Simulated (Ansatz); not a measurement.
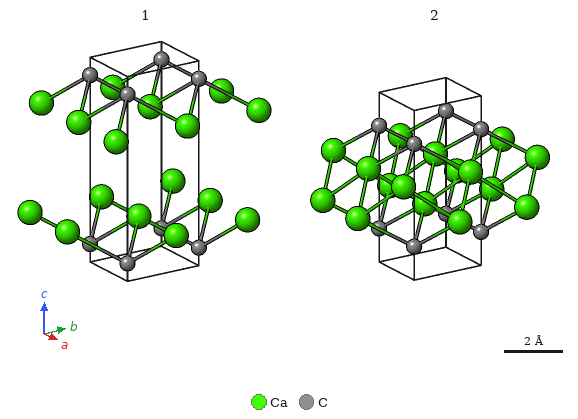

Two geometries of a crystal of CaC (a generated structure, set up in P-3m1) (coarse preliminary run), drawn at one scale. One is the start of a relaxation, the other its converged end. The picture is a ball-and-stick view of the cell of the calculation, seen slightly off an axis.

Theory: Ansatz 0.2.0, DFT PBE, scalar-relativistic, plane waves, PAW. Settings: plane-wave cutoff 420 eV; k-point mesh 6 × 6 × 4; occupations gaussian; smearing width 0.1 eV; collinear spin; cell and atoms relaxed; force threshold 0.04 eV/Å; at most 70 steps.

### Which one is relaxed?

Structure 1 is the relaxed one. The energy falls by 9.882 eV per cell of the calculation in 16 accepted moves (18 points after the start). The largest force component goes from 3.6 to 0.015 eV/Å. The pressure goes from 8.96 to 0.02 GPa. At 2 points the geometry stayed and the basis and grid were re-selected for the new cell (energy shift of 95.9 meV per cell of the calculation at most each time). The largest moves relative to the cell, 0.90 Å, are those of Ca atoms. By element the largest moves are Ca 0.90 Å, C 0.80 Å. Cell: a = b 3.612 → 3.853 Å (+6.7 %), c 6.019 → 7.264 Å (+20.7 %). Volume +37.3 %. Near-neighbour distances that change, for instance: Ca–Ca 2.501 → 4.122 Å, C–C 2.377 → 1.272 Å, C–Ca 4.081 → 3.371 Å, C–Ca 2.373 → 2.557 Å. New bonds form: C–C (2.38 → 1.27 Å). Bonds break: Ca–Ca (2.50 → 4.12 Å). The space group stays P-3m1 (No. 164). The program noted that the starting moments weren't kept. The run took 100 s on 1 thread of Intel(R) Xeon(R) Platinum 8259CL CPU @ 2.50GHz (Skylake/Cascade Lake) (shared host), peak memory 0.44 GiB.
